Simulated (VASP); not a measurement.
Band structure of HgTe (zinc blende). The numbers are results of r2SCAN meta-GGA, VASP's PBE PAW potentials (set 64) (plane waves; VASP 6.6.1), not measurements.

Unless said otherwise, spin-orbit coupling is left out, though it shifts the bands of the heavy elements here.

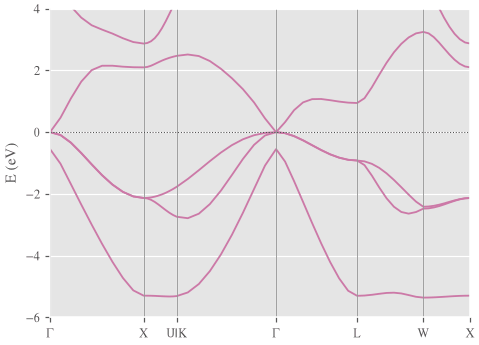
*Bands along high-symmetry lines, zero at the valence-band maximum or, without a gap, the Fermi level*

Task: Read the plot: is there a gap, and where are the band edges?

Result: It has no gap at this level: it comes out as a metal or semimetal.

The compound is HgTe in the zinc blende structure. It was relaxed first, which changed the volume by +6 %.
